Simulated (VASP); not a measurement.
Band structure of PbI2 (1T layered). Method: PBEsol GGA with spin-orbit coupling, VASP's PBE PAW potentials (set 64) (plane waves; VASP 6.6.1).

Without a dispersion term in the relaxation, distances and binding between the weakly bound layers, chains or molecules are unreliable, and so is what depends on them.

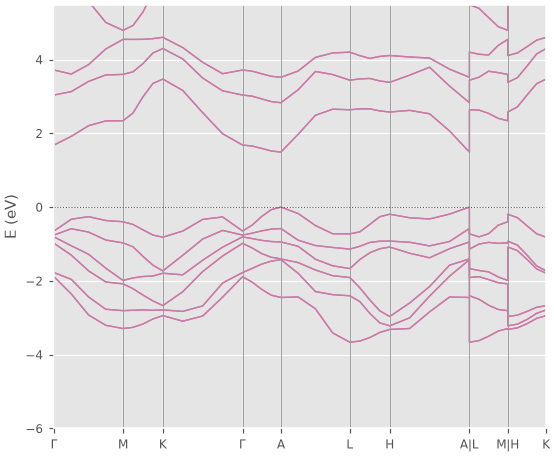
*Bands along high-symmetry lines, zero at the valence-band maximum or, without a gap, the Fermi level*

### Question
Read the plot: is there a gap, and where are the band edges?

### Answer
The gap is direct, 1.49 eV, from the valence maximum at A to the conduction minimum at A.

Measured: gap 2.40 eV (computed value off by -0.91 eV), as given by Wikipedia, List of semiconductor materials.

The compound is PbI2 in the 1T layered structure. It was relaxed first.
